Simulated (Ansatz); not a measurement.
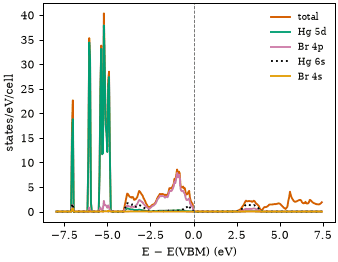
Figure: Total and projected density of states of HgBr in space group I4/mmm (No. 139; Hg on 4e, Br on 4e), DFT-r²SCAN in the program Ansatz with PAW potentials

### Question
Which orbitals carry the states next to the gap?

### Answer
Top 1 eV of the valence band: Br 4p 81 %, Hg 6s 13 %. Bottom 1 eV of the conduction band: Hg 6s 63 %, Br 4p 27 %. Projections are on Löwdin-orthogonalised atomic valence shells; empty p or d shells of many metals are not among them.

### Question
Where is the tallest occupied peak in this window, and what makes it?

### Answer
Near -5.2 eV, about 40 states/eV per cell; the largest projected share is Hg 5d.

The workflow started from a Materials Project entry (that database holds measured and hypothetical structures alike); the Crystallography Open Database files this formula in space group No. 139, but the cells were not matched. Whether it is the stable phase at ambient conditions was not checked. The r²SCAN relaxation kept the symmetry of its start; whether a distortion lowers the energy is not shown. A crystal of weakly bound molecules computed without a dispersion correction: the cell and the soft elastic constants depend strongly on that. Scalar-relativistic: spin–orbit coupling is off unless named, which matters more the heavier the elements.

Potentials: the later of the program's two PAW sets.
